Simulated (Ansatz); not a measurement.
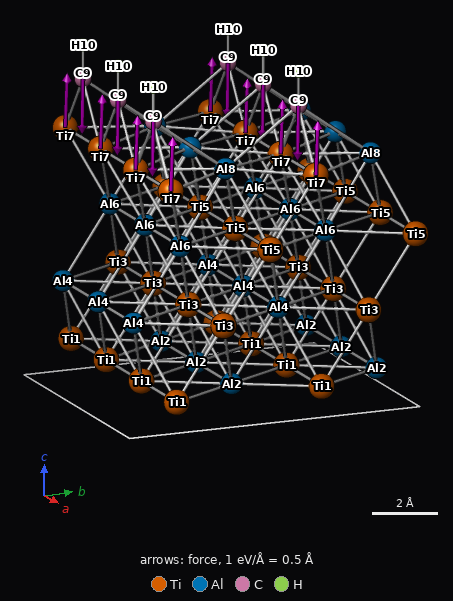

Starting geometry of a slab of composition Ti4Al4HC (cut from the P4/mmm phase) with the computed forces as purple arrows. A ball-and-stick model of the 3 × 2 repeat of the cell, outlined in the plane, without the vacuum, seen slightly off an axis.

Case: CH put at a bridge Ti-Ti site. The slab is the (1 0 1) face of TiAl with CH on it. 4 atoms are held fixed.

The calculation used DFT PBEsol, scalar-relativistic, plane waves, PAW (Ansatz). (plane-wave cutoff 420 eV; k-point mesh 10 × 6 × 1; occupations gaussian; smearing width 0.1 eV; no spin polarisation; dipole correction; atoms relaxed in a fixed cell; force threshold 0.03 eV/Å; at most 70 steps)

**Is this structure relaxed? If not, where do the atoms go?**

It isn't relaxed: the largest force vector, on C9, is 3.65 eV/Å. The final displacements follow the starting forces only in part (cosine between the two patterns 0.42). After 10 geometry steps the energy has fallen by 1.566 eV per cell of the calculation. Largest force component: 3.6 eV/Å at the start, 0.0072 eV/Å at the end. The largest move is that of H10, 0.96 Å at 53° to the normal (−c side). Largest moves by element: H 0.96 Å, C 0.86 Å, Ti 0.25 Å, Al 0.18 Å. The cell stays as it was. Among the contacts that change: Al8–C9 3.041 → 2.040 Å, Al8–C9 (another image) 3.026 → 3.485 Å, Ti7–C9 2.369 → 1.948 Å, Ti5–Ti7 2.714 → 2.962 Å. Bond angles that change, for instance: Ti7–C9–Ti7 72.3° → 91.7°, Ti7–C9–H10 143.8° → 128.0°. Cost: 9.1 min on 1 thread of Arm Neoverse V1, on a shared host, peak memory 0.75 GiB.

Limits of the set-up: the periodic images lie only 2.8 Å apart, so the values are limited by the cell's size.
